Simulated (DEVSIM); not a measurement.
Device: abrupt Si n-p junction, at 300 K.

| layer (left to right) | material | thickness (μm) | Nd (cm⁻³) | Na (cm⁻³) | τn (s) | τp (s) |
|---|---|---|---|---|---|---|
| 1 | Si | 0.800 | 1.3e17 | - | 3.9e-5 | 3.9e-5 |
| 2 | Si | 0.930 | - | 8.8e17 | 3.9e-5 | 3.9e-5 |

Left contact: ohmic. Right contact: ohmic. Voltage is applied to the left contact. Recombination: SRH at mid-gap, radiative. Mobility is constant in doping.

This is a model device: material constants are rounded textbook-type values typed into the input, and sizes, dopings and lifetimes were drawn at random. Values at 300 K.

```tsv
parameter	Si
gap (eV)	1.124
affinity (eV)	4.05
permittivity	11.7
Nc (cm⁻³)	2.86e19
Nv (cm⁻³)	3.1e19
μn (cm²/Vs)	1417
μp (cm²/Vs)	470
B (cm³/s)	4.7e-15
```

Simulated with DEVSIM: 1D drift-diffusion, Boltzmann statistics, complete ionisation; no tunnelling, impact ionisation, image-force lowering or self-heating.

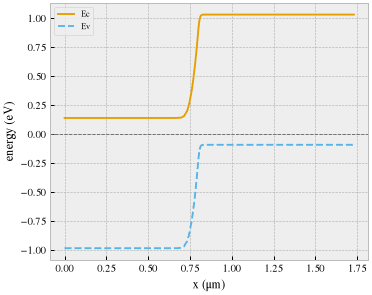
Band edges at zero bias

Energies count from the Fermi level of the right contact; mesh points crowd at the junctions.

```
x (μm)   Ec (eV)  Ev (eV)  n (cm⁻³)  p (cm⁻³)  field (V/cm)
-------  -------  -------  --------  --------  ------------
0.000      0.139   -0.985    1.3e17       890           ≈ 0
0.01653    0.139   -0.985    1.3e17       890           ≈ 0
0.04373    0.139   -0.985    1.3e17       890           ≈ 0
0.08850    0.139   -0.985    1.3e17       890           ≈ 0
0.2018     0.139   -0.985    1.3e17       890           ≈ 0
0.3487     0.139   -0.985    1.3e17       890           ≈ 0
0.5241     0.139   -0.985    1.3e17       890           ≈ 0
0.6744     0.140   -0.984    1.3e17       910           460
0.7337     0.202   -0.922    1.2e16     10000         40000
0.7698     0.473   -0.651    3.3e11     3.5e8        110000
0.7917     0.765   -0.359   4100000    2.8e13        160000
0.8120     1.015   -0.109       260    4.6e17         35000
0.8364     1.032   -0.092       130    8.8e17           170
0.8767     1.032   -0.092       130    8.8e17           ≈ 0
0.9716     1.032   -0.092       130    8.8e17           ≈ 0
1.100      1.032   -0.092       130    8.8e17           ≈ 0
1.319      1.032   -0.092       130    8.8e17           ≈ 0
1.491      1.032   -0.092       130    8.8e17           ≈ 0
1.619      1.032   -0.092       130    8.8e17           ≈ 0
1.673      1.032   -0.092       130    8.8e17           ≈ 0
1.705      1.032   -0.092       130    8.8e17           ≈ 0
1.730      1.032   -0.092       130    8.8e17           ≈ 0
```
